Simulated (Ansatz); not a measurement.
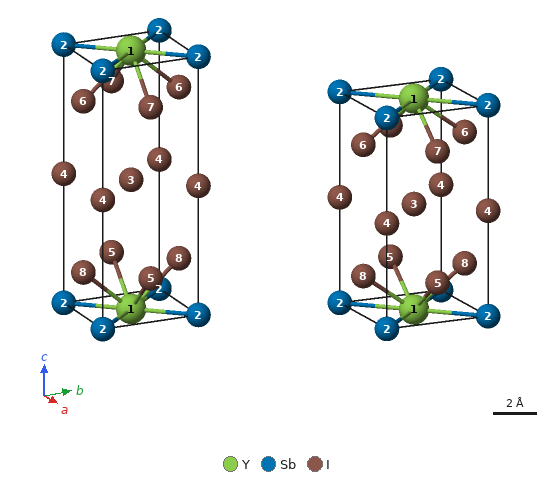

Two geometries of solid YSbI₆ (a generated structure, set up in Cmmm) (coarse preliminary run), drawn at one scale. One is the start of a relaxation, the other its converged end. Style: ball-and-stick. Shown: the cell of the calculation, slightly off an axis.

Level of theory: DFT PBE, scalar-relativistic, plane waves, PAW in Ansatz 0.2.0. Set-up: plane-wave cutoff 420 eV; k-point mesh 4 × 4 × 2; occupations gaussian; smearing width 0.1 eV; no spin polarisation; cell and atoms relaxed; force threshold 0.04 eV/Å; at most 70 steps.

### Which of the two is the end point?

The right one is the relaxed one. Over 6 accepted moves (7 points after the start) the energy falls by 60.2 meV per atom. The largest force component goes from 0.37 to 0.0092 eV/Å. Pressure: 0.01 GPa at the start and 0.04 GPa at the end. The SCF was repeated once at an unchanged geometry on a basis and grid sized afresh for the cell, which shifted the energy by 0.2 meV per atom at most. The largest moves relative to the cell, 0.21 Å, are those of I5, I6, I7 and I8. I5 goes along +c. Y and Sb stay in place. The drawn cell changes as follows: a = b 5.222 → 5.325 Å (+2.0 %), c 12.588 → 10.281 Å (−18.3 %), γ 99.7° → 91.7°; the volume changes by −13.9 %. Some distances before and after: I3–I4 3.366 → 3.708 Å, Y1–Sb2 3.366 → 3.708 Å, Y1–Sb2 (another image) 3.992 → 3.821 Å, Y1–I5 3.364 → 3.294 Å. Among the angles between lasting bonds that change: Y1–I5–Y1 101.8° → 107.8°. The space group stays Cmmm (No. 65).

Limits of the set-up: layers or molecules are held without a dispersion correction, so their spacing is unreliable.
